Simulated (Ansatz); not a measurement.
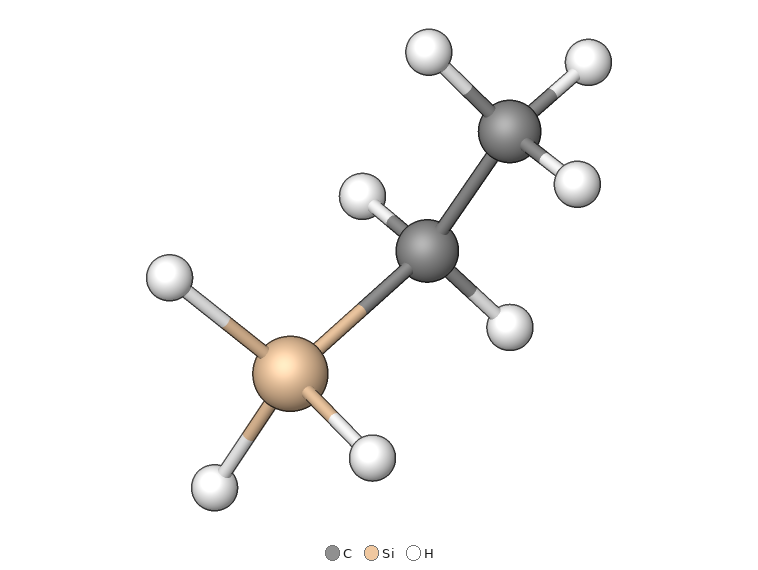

Figure made from data computed with Ansatz.

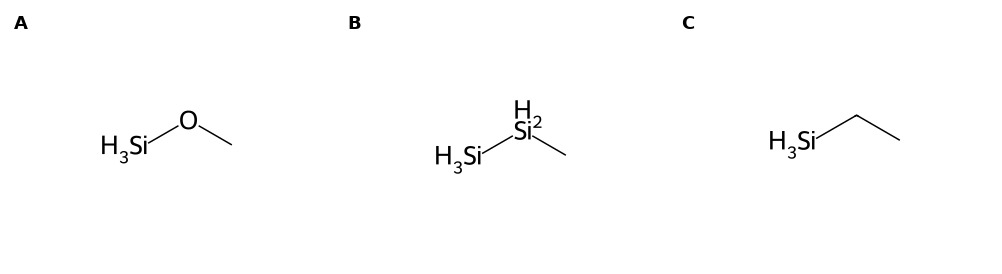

**The first picture shows one of the molecules drawn in the second. Which?**

C, `CC[SiH3]`.
